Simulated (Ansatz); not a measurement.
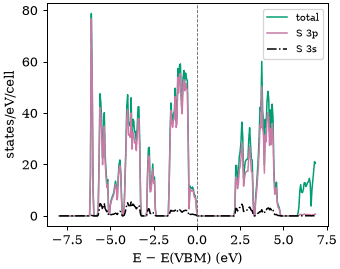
Figure. Total and projected density of states of S in space group P2/c (No. 13; Pearson symbol mP32), the program Ansatz at the PBEsol level (PAW)

**Question.** Which orbitals carry the states next to the gap?

**Answer.** Top 1 eV of the valence band: S 3p 93 %. Bottom 1 eV of the conduction band: S 3p 78 %, S 3s 12 %, outside the projected shells 10 %. Projections are on Löwdin-orthogonalised atomic valence shells; empty p or d shells of many metals are not among them.

**Question.** Where is the tallest occupied peak in this window, and what makes it?

**Answer.** Near -6.1 eV, about 79 states/eV per cell; the largest projected share is S 3p.

The first step of the workflow began from a Materials Project structure, measured or hypothetical; the Crystallography Open Database files this formula in space group No. 13, but the cells were not matched. It is not the phase usual at ambient conditions (space group No. 70). The PBEsol relaxation kept the symmetry of its start; its stability against distortions is not shown here. A crystal of weakly bound molecules computed without a dispersion correction: the cell and the soft elastic constants depend strongly on that.

Potentials: the later of the program's two PAW sets.
